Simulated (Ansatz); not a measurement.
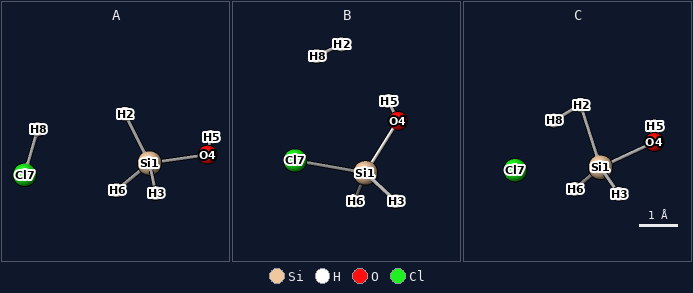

3 geometries from a converged minimum-energy path of SiH₅OCl, made up at the start of SiH4O and HCl, shuffled. Style: ball-and-stick. Shown at a tilt.

Theory: Ansatz, RKS B3LYP/def2-SVP. Settings: 5 movable images; climbing image; force threshold 0.05 eV/Å; iteration limit 60; starting path through a guess of the saddle point.

Which of them lies highest in energy?

Answer. C. In order along the path, whose images run from 0 to 6: A (image 0, 0.0 kcal/mol), C (image 2, +33.5 kcal/mol), B (image 4, −16.8 kcal/mol). Breaking: Cl7–H8 (1.29 → 1.75 at the top → 5.28 Å), Si1–H2 (1.50 → 1.76 at the top → 3.89 Å). Forming: H2–H8 (2.84 → 0.89 at the top → 0.76 Å), Si1–Cl7 (3.70 → 2.52 at the top → 2.08 Å).

Limits of the set-up: the start holds two separate molecules, 2.8 Å apart at their closest, whose relative position is a soft coordinate and is computed without a dispersion correction.

The run took 6.3 min on 1 thread of Arm Neoverse V1 (shared host), peak memory 0.16 GiB.
